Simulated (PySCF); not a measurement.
**BH2Br− (SMILES [BH2-]Br) at 6 levels**

We compute a comparison of 6 runs (U-r2SCAN/STO-3G, UM06-2X/STO-3G, UPBE0/STO-3G, NEVPT2(3,3)/STO-3G, UCISD/STO-3G, UCCSD(T)/STO-3G) of BH2Br−. Input form: a Python script.

The results are computed with PySCF 2.14.0.

2 further runs of the same task are left out: 2 set aside as unsound or not needed.

## 1. The molecule

The species is BH2Br− (4 atoms), meant as a doublet with charge -1. As SMILES, `[BH2-]Br`. The B1–H3 distance was set to 1.819 Å, away from the relaxed value. At this shape a bond of the SMILES string is far longer than usual.

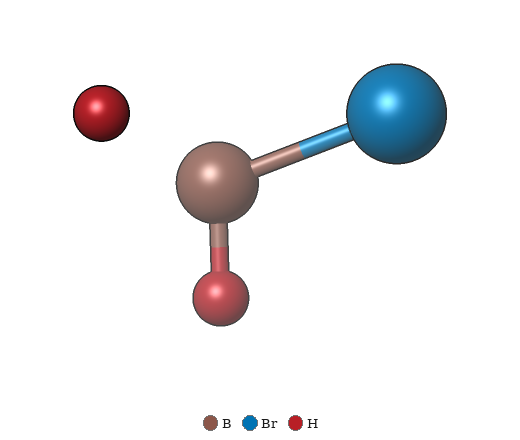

Viewed from a chosen angle; boron brown, bromine blue, hydrogen red.

## 2. A single-point energy at U-r2SCAN/STO-3G (run 1)

input.py reads:

```python
from pyscf import gto, dft

molecule = gto.M(
    atom='''
B     -0.351005     1.236060    -0.512390
Br     3.278459     2.052479     0.734433
H     -1.455524    -1.628358     1.034720
H     -0.367427     1.204200    -2.803853
''',
    spin=1,
    basis='sto-3g',
    max_memory=1860,
    charge=-1,
    verbose=3,
    unit='bohr',
)

mf = dft.UKS(molecule, xc='r2scan')
mf.conv_tol = 1e-10
mf.grids.level = 5
mf.kernel()
if not mf.converged:
    mf = mf.newton().run(mf.mo_coeff, mf.mo_occ)

e_tot = mf.e_tot
print('E = %.10f Eh' % e_tot)
```

Command:

```
$ OMP_NUM_THREADS=1 python input.py
```

The program printed:

```text
WARN: HOMO -0.176972581058577 >= LUMO -0.176972581058572

converged SCF energy = -2571.59777539606  <S^2> = 0.75570159  2S+1 = 2.0056935
E = -2571.5977753961 Eh
```

It took 12 s on 1 thread of AMD EPYC 7R43 (Zen 3), shared host; peak memory 0.24 GiB.

## 3. The energy at UM06-2X/STO-3G (run 2)

calc.py reads:

```python
from pyscf import gto, dft

mol = gto.Mole()
mol.atom = '''
B     -0.351005     1.236060    -0.512390
Br     3.278459     2.052479     0.734433
H     -1.455524    -1.628358     1.034720
H     -0.367427     1.204200    -2.803853
'''
mol.verbose = 3
mol.basis = 'sto-3g'
mol.charge = -1
mol.spin = 1
mol.max_memory = 1860
mol.unit = 'bohr'
mol.build()

mf = dft.UKS(mol, xc='m06-2x')
mf.grids.level = 5
mf.conv_tol = 1e-10
mf.kernel()
if not mf.converged:
    mf = mf.newton().run(mf.mo_coeff, mf.mo_occ)

e_tot = mf.e_tot
print('E(%s) = %.9f' % ('M06-2X', e_tot))
```

Command:

```
$ OMP_NUM_THREADS=1 python calc.py
```

The program printed:

```text
WARN: HOMO -0.134981873573732 >= LUMO -0.134981873573729

converged SCF energy = -2571.54265973825  <S^2> = 0.75634055  2S+1 = 2.0063305
E(M06-2X) = -2571.542659738
```

Wall time 11 s (1 thread of AMD EPYC 7R43 (Zen 3), shared host); peak memory 0.24 GiB.

Runs 3 to 4 aren't shown in full; the table further down has their settings and results.

## 4. A single-point energy at UCISD/STO-3G (run 5)

input.xyz reads:

```xyz
4

B     -0.185744     0.654095    -0.271145
Br     1.734886     1.086125     0.388645
H     -0.770230    -0.861690     0.547550
H     -0.194434     0.637235    -1.483735
```

job.py reads:

```python
from pyscf import gto, ci

mol = gto.M(
    atom='input.xyz',
    spin=1,
    verbose=4,
    basis='sto-3g',
    max_memory=1860,
    charge=-1,
)

mf = mol.UHF()
mf.conv_tol = 1e-10
mf.kernel()
if not mf.converged:
    mf = mf.newton().run(mf.mo_coeff, mf.mo_occ)

cisd = ci.CISD(mf, frozen=10)
cisd.kernel()
e_final = cisd.e_tot
print('E(%s) = %.9f' % ('CISD', e_final))
```

Command:

```
$ OMP_NUM_THREADS=1 python job.py
```

The program printed:

```text
PySCF version 2.14.0

[INPUT] num. atoms = 4
[INPUT] num. electrons = 43
[INPUT] charge = -1
[INPUT] spin (= nelec alpha-beta = 2S) = 1
[INPUT] symmetry False subgroup None
[INPUT] Mole.unit = angstrom
[INPUT] Symbol           X                Y                Z      unit          X                Y                Z       unit  Magmom
[INPUT]  1 B     -0.185744000000   0.654095000000  -0.271145000000 AA   -0.351005289281   1.236060409447  -0.512389790045 Bohr   0.0
[INPUT]  2 Br     1.734886000000   1.086125000000   0.388645000000 AA    3.278459397342   2.052478787043   0.734432609682 Bohr   0.0
[INPUT]  3 H     -0.770230000000  -0.861690000000   0.547550000000 AA   -1.455523752924  -1.628358104276   1.034719539506 Bohr   0.0
[INPUT]  4 H     -0.194434000000   0.637235000000  -1.483735000000 AA   -0.367427009304   1.204199626987  -2.803852791432 Bohr   0.0

nuclear repulsion = 61.0674867104093
number of shells = 13
number of NR pGTOs = 75
number of NR cGTOs = 25
basis = sto-3g
ecp = {}

[... 93 lines left out ...]
converged SCF energy = -2569.94899648466  <S^2> = 0.85265716  2S+1 = 2.1001497
[... 1 line left out ...]
******** <class 'pyscf.ci.ucisd.UCISD'> ********
CISD nocc = (np.int64(12), np.int64(11)), nmo = (15, 15)
frozen orbitals 10
max_cycle = 50
direct = 0
conv_tol = 1e-09
max_cycle = 50
max_space = 12
lindep = 0
nroots = 1
Init t2, MP2 energy = -0.0419430601695251
UCISD converged
E(UCISD) = -2570.015870791802  E_corr = -0.0668743071385153
E(CISD) = -2570.015870792
```

Wall time 1.5 s (1 thread of AMD EPYC 7R43 (Zen 3), shared host); peak memory 0.12 GiB.

## 5. A single-point energy at UCCSD(T)/STO-3G (run 6)

job.py reads:

```python
from pyscf import gto, cc

molecule = gto.M(
    atom='''
B     -0.351005     1.236060    -0.512390
Br     3.278459     2.052479     0.734433
H     -1.455524    -1.628358     1.034720
H     -0.367427     1.204200    -2.803853
''',
    unit='bohr',
    max_memory=1860,
    verbose=3,
    spin=1,
    basis='sto-3g',
    charge=-1,
)

mf = molecule.UHF()
mf.conv_tol = 1e-10
mf.kernel()
if not mf.converged:
    mf = mf.newton().run(mf.mo_coeff, mf.mo_occ)

mycc = cc.CCSD(mf, frozen=10)
mycc.kernel()
e_t = mycc.ccsd_t()
e_tot = mycc.e_tot + e_t
print('E(%s) = %.9f' % ('CCSD(T)', e_tot))
```

Command:

```
$ OMP_NUM_THREADS=1 python job.py
```

The program printed:

```text
converged SCF energy = -2569.94899647791  <S^2> = 0.8526573  2S+1 = 2.1001498
E(UCCSD) = -2570.018472160699  E_corr = -0.069475682791572
UCCSD(T) correction = -0.000901175242735912
E(CCSD(T)) = -2570.019373336
```

It took 1.6 s on 1 thread of AMD EPYC 7R43 (Zen 3), shared host; peak memory 0.12 GiB.

## 6. All runs side by side

| run | level | integration grid | active selection | energy (Eh) | HOMO energy (eV) | LUMO energy (eV) | ⟨S²⟩ | wall time |
| --- | --- | --- | --- | --- | --- | --- | --- | --- |
| 1 | U-r2SCAN/STO-3G | 5 | – | -2571.597775 | 6.26 | 10.84 | 0.756 | 12 s |
| 2 | UM06-2X/STO-3G | 5 | – | -2571.542660 | 4.12 | 12.77 | 0.756 | 11 s |
| 3 | UPBE0/STO-3G | 5 | – | -2571.263405 | 5.29 | 11.28 | 0.754 | 7.5 s |
| 4 | NEVPT2(3,3)/STO-3G | – | mp2 natural orbitals | -2570.009362 | – | – | – | 1.7 s |
| 5 | UCISD/STO-3G | – | – | -2570.015871 | 1.55 | 16.58 | 0.853 | 1.5 s |
| 6 | UCCSD(T)/STO-3G | – | – | -2570.019373 | 1.55 | 16.58 | 0.853 | 1.6 s |

## 7. Outcome

```
                                                         quantity           value
                                              run 6: total energy  -2570.01937 Eh
run 6: HOMO energy (Hartree–Fock orbitals) (highest over α and β)         1.55 eV
 run 6: LUMO energy (Hartree–Fock orbitals) (lowest over α and β)        16.58 eV
              run 6: correlation energy (10 core orbitals frozen)       -70.4 mEh
                                            run 6: (T) correction       -0.90 mEh
                         run 6: ⟨S²⟩ of the reference determinant           0.853
                                             run 6: T1 diagnostic           0.023
```

What this shows: Totals of different functionals can't be ranked against each other. In runs 1, 2, 3, 4, 5, 6 the HOMO lies above zero, so the outermost electron may be held by the basis alone. In runs 1, 2, 3, 4, 5, 6 the basis is minimal, so the values are rough. Spin contamination of the reference: run 6 ⟨S²⟩ = 0.85, run 5 ⟨S²⟩ = 0.85. All runs together took 35 s, the longest 12 s.
